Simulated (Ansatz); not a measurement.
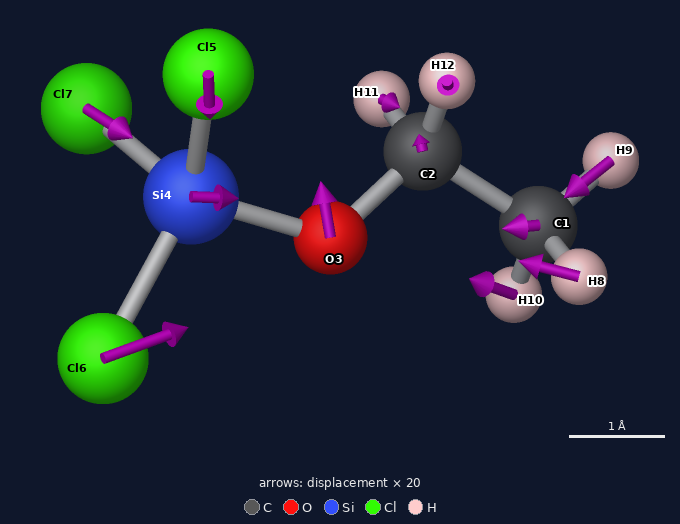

A relaxation of C$_{2}$H$_{5}$Cl$_{3}$OSi. The starting structure is drawn; purple arrows show the displacements, 20 times their true length. The two geometries are superimposed by the best rigid fit.

A ball-and-stick model, seen at a tilt.

The start comes from PBE-D4/def2-SVP.

Method: Ansatz, RKS PBE0-D4/def2-TZVP.

Input
```yaml
crystal:
  periodic: [false, false, false]
  atoms:
    - {symbol: C, position_ang: [0.609712, 1.670669, 0.881242]}
    - {symbol: C, position_ang: [-0.310234, 0.566026, 0.400164]}
    - {symbol: O, position_ang: [0.467639, -0.404990, -0.320876]}
    - {symbol: Si, position_ang: [-0.141632, -1.768533, -1.013741]}
    - {symbol: Cl, position_ang: [-1.032606, -2.974725, 0.402599]}
    - {symbol: Cl, position_ang: [1.430502, -2.747790, -1.882661]}
    - {symbol: Cl, position_ang: [-1.557448, -1.297950, -2.438059]}
    - {symbol: H, position_ang: [1.394104, 1.263722, 1.549742]}
    - {symbol: H, position_ang: [0.031446, 2.432292, 1.441747]}
    - {symbol: H, position_ang: [1.106279, 2.167821, 0.024518]}
    - {symbol: H, position_ang: [-1.103802, 0.970612, -0.267728]}
    - {symbol: H, position_ang: [-0.817161, 0.067846, 1.257153]}
basis:
  gaussian: {orbitals: def2-TZVP}
hamiltonian: {xc: pbe0, dispersion: d4}
relax: {f_tol: 0.005, max_steps: 150}
```

Run as
```bash
ansatz run in.yaml --threads 4 --pin off --events-out ev --progress --plain --max-ram 11315MiB
```

Atoms of which element are displaced furthest, and by how much?

Chlorine: up to 0.053 Å, against 0.035 Å for hydrogen.

Describe the change and its energy.

The largest move after the best rigid fit is that of Cl6, 0.053 Å. By element the largest moves are Cl 0.053 Å, H 0.035 Å, O 0.031 Å, Si 0.028 Å, C 0.021 Å. Among the contacts that change: O3–Si4 1.646 → 1.607 Å, Si4–Cl5 2.063 → 2.034 Å, Si4–Cl6 2.046 → 2.018 Å, C2–H11 1.113 → 1.095 Å. After 7 geometry steps the energy has fallen by 7.94 kJ/mol. The largest force component goes from 0.76 to 0.00089 eV/Å.
